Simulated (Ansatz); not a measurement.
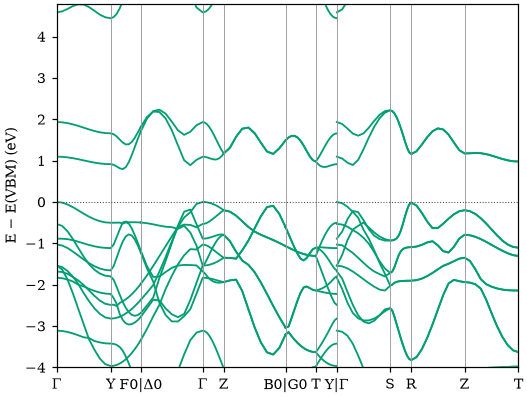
*Band structure from the program Ansatz at the PBEsol level (PAW)*

Problem. Read off the gap and where the band edges lie.

Solution. About 0.8 eV (0.79 eV by a search for the band edges); maximum at Γ, minimum on the Y–F0 line, 39 % of the way from Y.

Problem. Which of these materials gives this?
A. Br, molecular I2 type
B. Cl, molecular I2 type
C. I, molecular I2 type

Solution. C, I, molecular I2 type

Space group Cmce (molecular I2 type). The PBEsol relaxation kept the symmetry of its start. A crystal of weakly bound units computed without a dispersion correction: the cell and the soft elastic constants depend strongly on that. Scalar-relativistic: spin–orbit coupling is off unless named, which matters more the heavier the elements.

Potentials: the earlier of the program's two PAW sets. The files were generated under PBE; for other functionals the program regenerates the frozen cores, and for LDA and PBEsol the local potential too.
